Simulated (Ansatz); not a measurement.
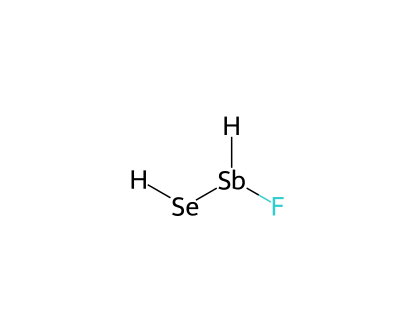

2D structure.

Transcribe the drawing into SMILES.

Answer. [F][SbH][SeH]

Give the formula, hydrogens included.

Answer. FH2SbSe.

An optimisation with PBE0-D4/def2-TZVP gave a structure of which point group?

Answer. C1.

The parts below concern this one geometry. Atoms keep their numbers from picture to picture. Computed geometry: PBE0-D4/def2-TZVP optimisation.

Levels of theory compared

Program: Ansatz 0.2.0.

At this fixed geometry, give HOMO energy (eV), HOMO–LUMO gap (eV) at these levels: B97M-V/def2-TZVPP; CAM-B3LYP-D4/def2-TZVPP; PBE0-D4/def2-SVP; PBE0-D4/def2-TZVPP; r2SCAN-D4/def2-TZVPP; r2SCAN0-D4/def2-TZVPP; r2SCANh-D4/def2-TZVPP; revPBE-D4/def2-TZVPP; ωB97M-V/def2-QZVPP; ωB97M-V/def2-SVP; ωB97M-V/def2-TZVPP.

```
                  level  HOMO energy (eV)  HOMO–LUMO gap (eV)
      B97M-V/def2-TZVPP             −6.62                4.56
CAM-B3LYP-D4/def2-TZVPP             −8.70                8.18
       PBE0-D4/def2-SVP             −7.31                6.09
     PBE0-D4/def2-TZVPP             −7.45                5.97
   r2SCAN-D4/def2-TZVPP             −6.59                4.56
  r2SCAN0-D4/def2-TZVPP             −7.64                6.28
  r2SCANh-D4/def2-TZVPP             −7.00                5.25
   revPBE-D4/def2-TZVPP             −6.24                4.11
     ωB97M-V/def2-QZVPP             −9.61                9.81
       ωB97M-V/def2-SVP             −9.42               10.11
     ωB97M-V/def2-TZVPP             −9.58                9.88
```

Charges

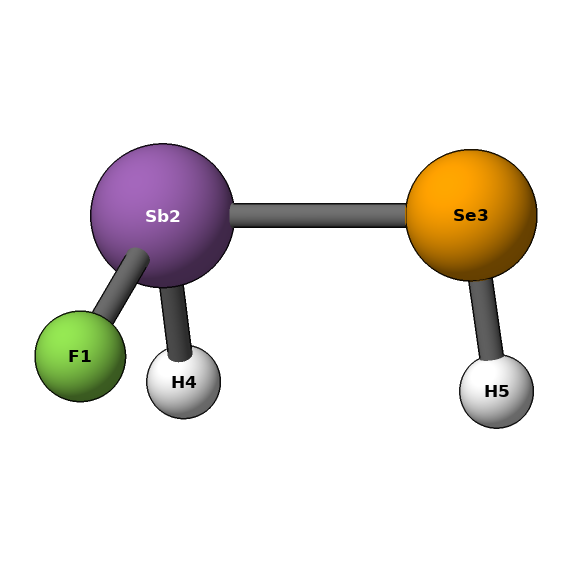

The questions are on Mulliken charges. Method: RKS ωB97M-V/def2-TZVPP, core potentials on Sb (Ansatz 0.2.0).

List the Mulliken charges.

```tsv
atom	value (e)
F1	−0.46
Sb2	0.69
Se3	−0.25
H4	−0.07
H5	0.09
```

Dipole moment

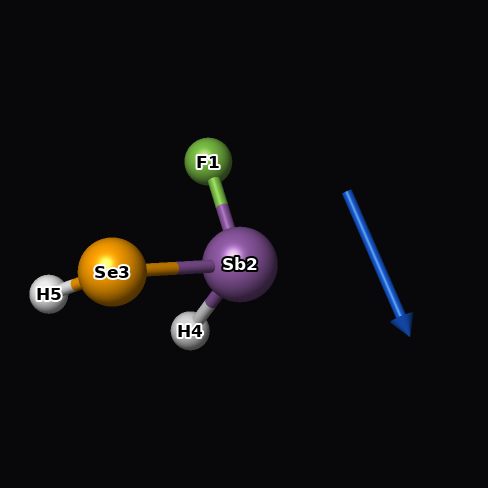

The arrow beside the molecule shows the direction of the dipole moment, from the negative to the positive end (its length means nothing). Method: RKS r2SCAN-D4/def2-TZVPP, core potentials on Sb (Ansatz 0.2.0).

Estimate the dipole moment.

Answer. 2.16 D; it points from the side of F1 to the side of H4 (the outermost atoms at the two ends).

Mulliken values depend strongly on the basis set and can even reverse the polarity of a bond.
